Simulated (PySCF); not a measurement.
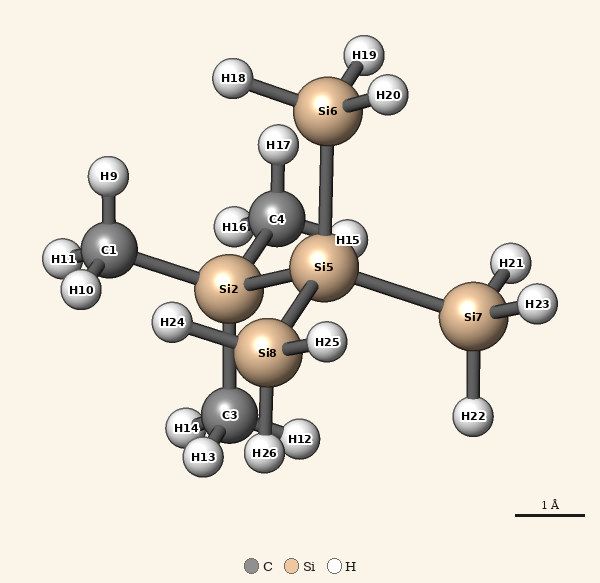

Figure 1. The input geometry of run A (ball-and-stick view, seen at a tilt; atoms are numbered from 1 in the order of the input). Bond lengths as drawn: C–H 1.10 Å, C–Si 1.88 Å, H–Si 1.50 Å and Si–Si 2.34 to 2.35 Å.

## Two runs on C3H18Si5

System: C3H18Si5.
Method of run A: GIAO PBE0/pcSseg-1 NMR shielding, non-relativistic, gas phase (PySCF 2.14.0).

The geometry comes from this level: PBE0-D3(BJ)/def2-SVP. Text and figures count atoms from 1; the logs count them from 0 in places.

## Input file, run A
```
{"job": {"kind": "nmr", "xc": "PBE0", "basis": "pcSseg-1", "pop": false}, "charge": 0, "multiplicity": 1}
C      2.716769    -1.052174     0.382920
Si     1.569347    -0.057806    -0.731562
C      2.197897     1.707989    -0.919976
C      1.406733    -0.885705    -2.415816
Si    -0.562189     0.018948     0.262914
Si    -1.411622    -2.148599     0.504330
Si    -2.011980     1.263482    -1.087949
Si    -0.424633     1.028395     2.370242
H      2.346693    -2.080170     0.518681
H      2.803854    -0.588802     1.377945
H      3.727242    -1.109810    -0.054421
H      1.521238     2.304125    -1.551850
H      2.275602     2.208169     0.057792
H      3.196128     1.718207    -1.387889
H      0.721388    -0.324720    -3.069955
H      2.386770    -0.941073    -2.917822
H      1.017435    -1.910928    -2.317392
H     -0.496810    -2.964383     1.364242
H     -1.511369    -2.813715    -0.833333
H     -2.769595    -2.143626     1.131578
H     -2.106935     0.639376    -2.445761
H     -1.491859     2.657866    -1.251770
H     -3.387637     1.337039    -0.505108
H      0.495929     0.246152     3.254727
H     -1.762567     1.109872     3.034164
H      0.122553     2.416073     2.239819
```

The first line tells a small driver script what to run in PySCF; the rest is the geometry in Å.

Hardware: 8 threads of Intel Xeon (Sapphire Rapids), 32 GiB of memory available, shared host.

## Output (run A)
```
coarse grid: 22544 points
cycle   1  E = -1571.7116710446  dE = -1.955e-01  |g| = 5.027e-01  |ddm| = 4.404e+00
cycle   2  E = -1571.6960288343  dE =  1.564e-02  |g| = 5.503e-01  |ddm| = 9.223e-01
cycle   3  E = -1571.7760168931  dE = -7.999e-02  |g| = 3.539e-02  |ddm| = 5.575e-01
cycle   4  E = -1571.7763268609  dE = -3.100e-04  |g| = 1.658e-02  |ddm| = 8.668e-02
cycle   5  E = -1571.7764133542  dE = -8.649e-05  |g| = 3.301e-03  |ddm| = 3.313e-02
cycle   6  E = -1571.7764161185  dE = -2.764e-06  |g| = 4.641e-04  |ddm| = 5.826e-03
final grid: 189952 points
cycle   7  E = -1571.8189920865  dE = -3.160e-05  |g| = 7.480e-03  |ddm| = 2.952e-02
cycle   8  E = -1571.8189875775  dE =  4.509e-06  |g| = 8.467e-03  |ddm| = 1.453e-02
cycle   9  E = -1571.8190060081  dE = -1.843e-05  |g| = 4.238e-04  |ddm| = 7.891e-03
cycle  10  E = -1571.8190060420  dE = -3.396e-08  |g| = 1.608e-04  |ddm| = 9.228e-04
cycle  11  E = -1571.8190060509  dE = -8.868e-09  |g| = 2.774e-05  |ddm| = 3.385e-04
cycle  12  E = -1571.8190060511  dE = -2.115e-10  |g| = 3.696e-06  |ddm| = 5.906e-05
converged SCF energy = -1571.8190060511

GIAO shielding tensors (ppm)
atom      isotropic    diamagn.    paramagn.     s11        s22        s33       span
  0 C      184.636     256.249     -71.613    180.924    184.753    188.231      7.308
  1 Si     360.549     883.493    -522.944    344.346    368.314    368.988     24.642
  2 C      184.638     256.312     -71.674    180.933    184.770    188.211      7.278
  3 C      184.636     256.302     -71.667    180.949    184.761    188.198      7.249
  4 Si     510.242     886.686    -376.444    505.254    505.977    519.495     14.241
  5 Si     454.359     882.048    -427.689    442.887    448.035    472.155     29.268
  6 Si     454.318     882.081    -427.763    442.781    448.014    472.159     29.378
  7 Si     454.392     882.051    -427.660    442.930    448.006    472.239     29.309
  8 H       31.030      33.080      -2.050     26.156     29.762     37.173     11.017
  9 H       31.033      33.070      -2.037     26.149     29.770     37.179     11.030
 10 H       31.011      29.724       1.288     26.314     27.914     38.806     12.492
 11 H       31.030      33.121      -2.090     26.119     29.825     37.147     11.029
 12 H       31.029      33.105      -2.077     26.152     29.772     37.162     11.010
 13 H       31.013      29.740       1.273     26.312     27.901     38.825     12.513
 14 H       31.024      33.114      -2.090     26.125     29.796     37.151     11.026
 15 H       31.014      29.742       1.272     26.315     27.906     38.821     12.506
 16 H       31.034      33.106      -2.072     26.148     29.792     37.163     11.015
 17 H       27.565      30.742      -3.177     23.746     26.042     32.907      9.162
 18 H       27.566      30.748      -3.182     23.737     26.071     32.890      9.153
 19 H       27.622      30.186      -2.563     23.839     25.207     33.821      9.981
 20 H       27.565      30.782      -3.216     23.732     26.085     32.879      9.146
 21 H       27.567      30.775      -3.208     23.743     26.073     32.886      9.143
 22 H       27.623      30.202      -2.580     23.842     25.196     33.830      9.988
 23 H       27.566      30.745      -3.179     23.749     26.041     32.909      9.160
 24 H       27.623      30.187      -2.564     23.841     25.204     33.823      9.982
 25 H       27.566      30.755      -3.189     23.733     26.078     32.886      9.153
```

Run B used a changed input.

## The two runs side by side

```tsv
quantity	run A	run B
outcome	converged	converged
total energy (hartree)	−1571.819006	−1572.534487
HOMO (eV)	−7.44	−9.16
LUMO (eV)	−0.06	1.62
dipole moment (D)	1.55	1.50
shielding of C1 (ppm)	184.6	184.9
shielding of Si2 (ppm)	360.5	362.4
shielding of C3 (ppm)	184.6	184.9
shielding of Si5 (ppm)	510.2	511.5
shielding of Si6 (ppm)	454.4	455.0
shielding of Si7 (ppm)	454.3	454.9
shielding of Si8 (ppm)	454.4	455.0
SCF iterations	12	12
basis functions	261	261
wall time (shared host)	46 s	60 s
```

What was changed in the input?

The change (lines with − go, lines with + come):
```diff
-"xc": "PBE0"
+"xc": "wB97X-D"
```

The total energies belong to different methods, so their difference says nothing on which is more stable or more accurate. The HOMO goes from −7.44 to −9.16 eV. The LUMO goes from −0.06 to 1.62 eV. The dipole moment goes from 1.55 to 1.50 D. Of all shieldings, the largest change is that of Si2, by +1.9 ppm. The functional changes from PBE0 to wB97X-D. The number of SCF iterations is the same.

## Output (run B)
```
coarse grid: 22544 points
cycle   1  E = -1572.4353932829  dE = -1.369e-01  |g| = 3.676e-01  |ddm| = 4.345e+00
cycle   2  E = -1572.4614834133  dE = -2.609e-02  |g| = 2.473e-01  |ddm| = 5.465e-01
cycle   3  E = -1572.4768658629  dE = -1.538e-02  |g| = 3.180e-02  |ddm| = 2.348e-01
cycle   4  E = -1572.4772944153  dE = -4.286e-04  |g| = 8.898e-03  |ddm| = 7.547e-02
cycle   5  E = -1572.4773134483  dE = -1.903e-05  |g| = 1.434e-03  |ddm| = 1.619e-02
cycle   6  E = -1572.4773146705  dE = -1.222e-06  |g| = 3.841e-04  |ddm| = 5.822e-03
final grid: 189952 points
cycle   7  E = -1572.5344790076  dE = -1.996e-04  |g| = 5.485e-03  |ddm| = 3.874e-02
cycle   8  E = -1572.5344847280  dE = -5.720e-06  |g| = 3.108e-03  |ddm| = 9.808e-03
cycle   9  E = -1572.5344867612  dE = -2.033e-06  |g| = 5.996e-04  |ddm| = 2.977e-03
cycle  10  E = -1572.5344869007  dE = -1.395e-07  |g| = 2.067e-04  |ddm| = 1.184e-03
cycle  11  E = -1572.5344869155  dE = -1.486e-08  |g| = 3.968e-05  |ddm| = 4.438e-04
cycle  12  E = -1572.5344869165  dE = -9.727e-10  |g| = 1.690e-05  |ddm| = 1.380e-04
converged SCF energy = -1572.5344869165

GIAO shielding tensors (ppm)
atom      isotropic    diamagn.    paramagn.     s11        s22        s33       span
  0 C      184.945     256.653     -71.708    181.318    185.593    187.923      6.604
  1 Si     362.446     883.534    -521.088    343.958    371.370    372.011     28.053
  2 C      184.946     256.714     -71.768    181.324    185.607    187.908      6.584
  3 C      184.937     256.702     -71.765    181.329    185.589    187.892      6.563
  4 Si     511.454     887.160    -375.706    506.194    506.877    521.291     15.097
  5 Si     454.978     881.975    -426.997    444.293    449.532    471.109     26.816
  6 Si     454.917     882.011    -427.094    444.133    449.486    471.133     27.000
  7 Si     454.997     881.980    -426.982    444.310    449.510    471.172     26.862
  8 H       31.180      33.414      -2.235     26.361     29.882     37.296     10.935
  9 H       31.181      33.405      -2.225     26.354     29.889     37.300     10.946
 10 H       31.130      29.657       1.472     26.443     28.061     38.884     12.441
 11 H       31.179      33.462      -2.283     26.325     29.943     37.269     10.944
 12 H       31.178      33.442      -2.264     26.358     29.890     37.285     10.926
 13 H       31.131      29.674       1.457     26.441     28.048     38.903     12.462
 14 H       31.174      33.453      -2.279     26.332     29.915     37.274     10.941
 15 H       31.132      29.676       1.456     26.444     28.053     38.899     12.454
 16 H       31.183      33.442      -2.258     26.354     29.910     37.285     10.931
 17 H       27.732      30.938      -3.205     23.920     26.247     33.031      9.112
 18 H       27.734      30.944      -3.211     23.912     26.274     33.015      9.103
 19 H       27.788      30.285      -2.497     24.000     25.402     33.961      9.960
 20 H       27.733      30.981      -3.248     23.907     26.289     33.004      9.097
 21 H       27.734      30.973      -3.239     23.917     26.276     33.009      9.092
 22 H       27.788      30.302      -2.514     24.002     25.392     33.971      9.969
 23 H       27.733      30.941      -3.208     23.923     26.245     33.032      9.109
 24 H       27.789      30.287      -2.497     24.003     25.400     33.965      9.962
 25 H       27.734      30.953      -3.219     23.907     26.283     33.012      9.105
```
